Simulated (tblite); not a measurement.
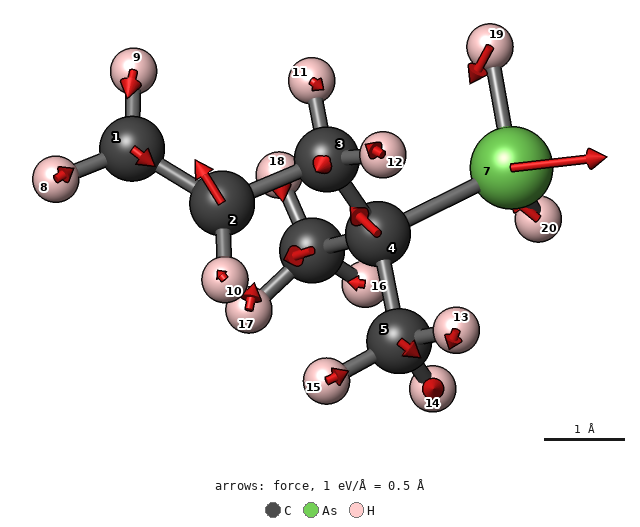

Starting geometry of C6H13As with the computed forces as red arrows. A ball-and-stick model, seen at a tilt.

Theory: GFN2-xTB geometry optimisation, gas phase in tblite. 

Is this structure relaxed? If not, where do the atoms go?

Answer. It isn't relaxed: the largest force vector, on the As atom, is 2.66 eV/Å. The final displacements follow the starting forces only in part (cosine between the two patterns 0.40). The energy falls by 81.3 kJ/mol in 86 geometry steps. An H atom moves most after the best rigid fit: 0.60 Å. Largest moves by element: H 0.60 Å, As 0.19 Å, C 0.12 Å. Among the contacts that change: As–H 1.581 → 1.503 Å, As–C 1.972 → 2.021 Å, C–H 1.103 → 1.078 Å, C–C 1.503 → 1.527 Å. Among the angles between lasting bonds that change: H–As–H 105.2° → 89.1°, C–As–H 108.6° → 94.1°, C–As–H 106.0° → 94.1°. The run took 0.48 s on 1 thread of Arm Neoverse V2, on a shared host.
